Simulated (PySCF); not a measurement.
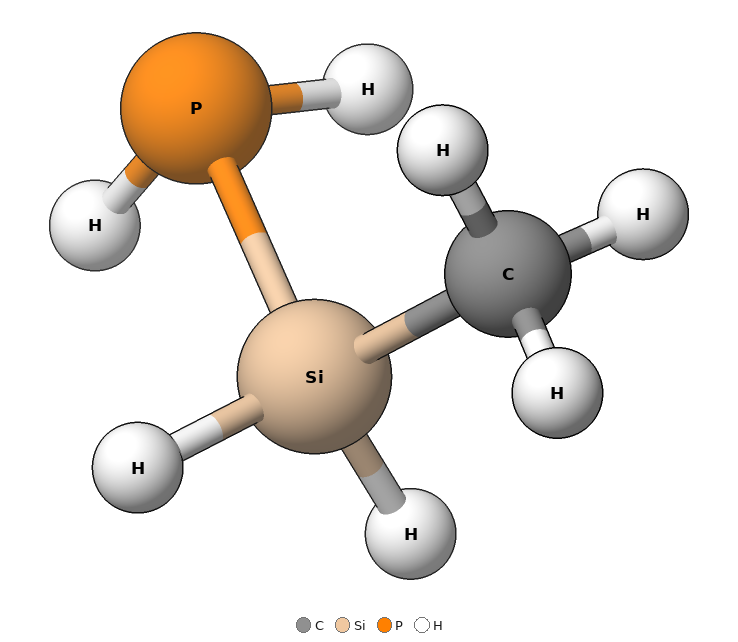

Every bond is drawn as one stick, whatever its order.

The geometry was computed by an optimisation with GFN2-xTB. No frequency run is at hand to confirm it as a minimum.

Identify the structure.

The molecule is CH₇PSi. As SMILES it reads `C[SiH2]P`. It has no ring. Among its groups: Si–H bond. The point group is C1. Coordination: 1 C tetrahedral; 1 Si tetrahedral; 1 P trigonal pyramidal.

The parts below concern this one geometry. Atoms keep their numbers from picture to picture.

**Electronic properties**

No frequency run is at hand to confirm it as a minimum. Method: PBE0/def2-SVPD, gas phase (PySCF 2.14.0). Excitations: vertical, linear response.

**What is the dipole moment?**

0.93 D.

**Estimate the LUMO energy (Kohn–Sham orbital).**

0.24 eV.

**Give the HOMO energy (Kohn–Sham orbital) at this level.**

−7.37 eV.

**What is the lowest vertical singlet excitation?**

6.49 eV.

**NMR shielding**

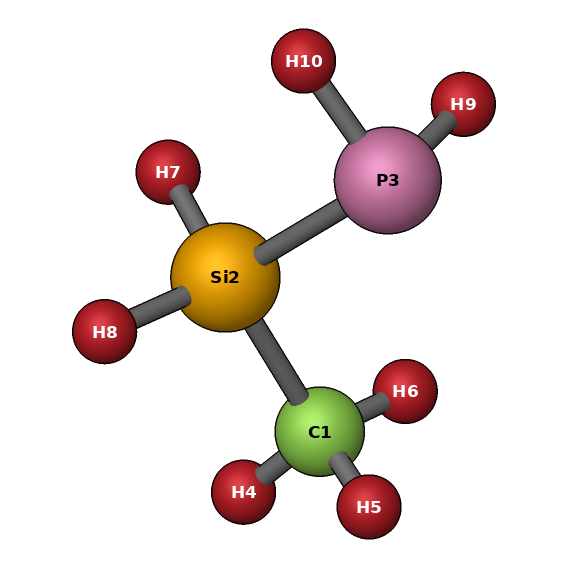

The questions are on isotropic NMR shieldings of the H atoms. No frequency run is at hand to confirm it as a minimum. Level of theory: GIAO PBE0/pcSseg-1 NMR shielding, non-relativistic, gas phase (PySCF 2.14.0).

**Which H atom is the most shielded (lowest chemical shift)?**

H6 (31.52 ppm).

**Which H atom is the least shielded (highest chemical shift)?**

H7 (27.03 ppm).

**How wide is the range of H shifts?**

4.49 ppm.

Give the isotropic NMR shieldings of the H atoms atom by atom.

| atom | σ (ppm) |
| --- | --- |
| H4 | 31.32 |
| H5 | 31.48 |
| H6 | 31.52 |
| H7 | 27.03 |
| H8 | 27.45 |
| H9 | 30.78 |
| H10 | 30.66 |

**Charges**

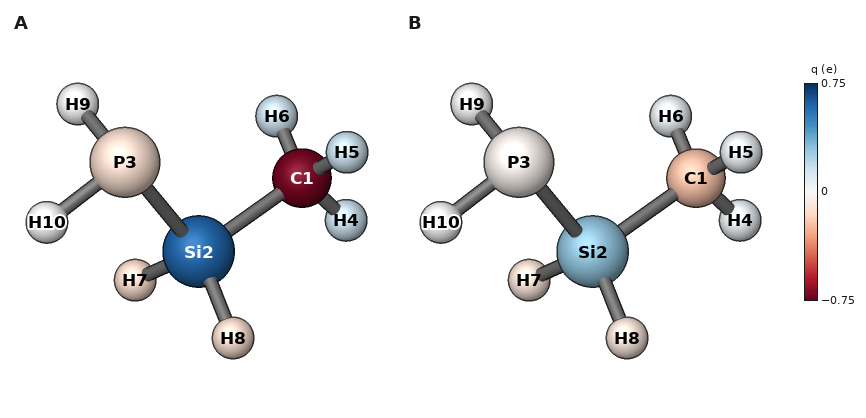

Atomic charges of one calculation by 2 schemes, on one colour scale. No frequency run is at hand to confirm it as a minimum. Computed with PBE0/pcSseg-1 (PySCF 2.14.0).

**The schemes are Hirshfeld, IAO. Which panel shows which?**

A IAO, B Hirshfeld.

List the charges (e), one line for each set of equivalent atoms.

```csv
atom,IAO,Hirshfeld
C1,−0.71,−0.21
Si2,0.59,0.29
P3,−0.11,−0.03
H4,0.16,0.04
H5,0.16,0.04
H6,0.16,0.04
H7,−0.12,−0.08
H8,−0.12,−0.08
H9,−0.01,−0.01
H10,0.00,−0.01
```

The geometry is semi-empirical. Around P, Si such bond lengths and angles can be off by a tenth of an ångström or more and by several degrees, and values that hang on the shape move with them.
